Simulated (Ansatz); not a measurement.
Fields on a plane of Te (trigonal-Te type, space group P3_121)

```yaml
crystal:
  lattice:
    - [4.62355, 0.00000, 0.00000]
    - [-2.31177, 4.00411, 0.00000]
    - [0.00000, 0.00000, 5.90437]
  atoms:
    - { symbol: Te, position: [0.25344, 0.00000, 0.33333] }
    - { symbol: Te, position: [0.00000, 0.25344, 0.66667] }
    - { symbol: Te, position: [0.74656, 0.74656, 0.00000] }
```

The slice is a (0001) plane (indices of the conventional cell) through the point (0.253, 0.000, 0.333) (fractional), spanned by u = [110] and v = [1 -1 0] in vectors of this cell: u (4.62 Å) and v (8.01 Å, at 90° to u). It covers one period; positions are fractions (u, v).

Atoms on it: Te at (0.00, 0.00); Te at (0.50, 0.50).

Computed with r2SCAN (plane waves to 500 eV, PAW, scalar-relativistic; Ansatz, an electronic-structure program). k mesh 8×8×6. Near the nuclei the fields are pseudised (PAW); where an atom keeps semicore shells as valence, they peak there. Spin-orbit coupling is left out, though Te is heavy. Te was relaxed with its symmetry unable to fall. The PAW data are Ansatz's earlier set.

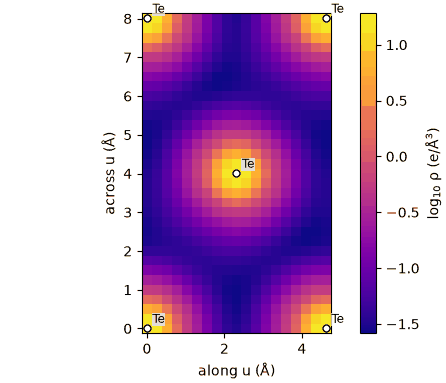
Log₁₀ of the valence density in e/Å³, one period of the plane, atoms marked. The scale is logarithmic, as a density can span decades between atoms and voids.

```tsv
v \ u	0.00	0.17	0.33	0.50	0.67	0.83
0.94	0.006	0.080	0.021	0.004	0.016	0.032
0.84	0.028	0.028	0.007	0.003	0.005	0.010
0.75	0.006	0.005	0.005	0.004	0.002	0.003
0.66	0.003	0.007	0.030	0.034	0.012	0.004
0.56	0.004	0.020	0.082	0.012	0.054	0.015
0.47	0.005	0.020	0.038	0.012	0.070	0.024
0.38	0.003	0.008	0.016	0.036	0.049	0.011
0.28	0.003	0.002	0.004	0.010	0.008	0.004
0.19	0.017	0.005	0.003	0.003	0.005	0.016
0.09	0.044	0.040	0.010	0.003	0.016	0.077
0.00	0.005	0.060	0.024	0.005	0.023	0.047
```

Values: density of the highest valence band (whole band, smooth part) in e/Å³.
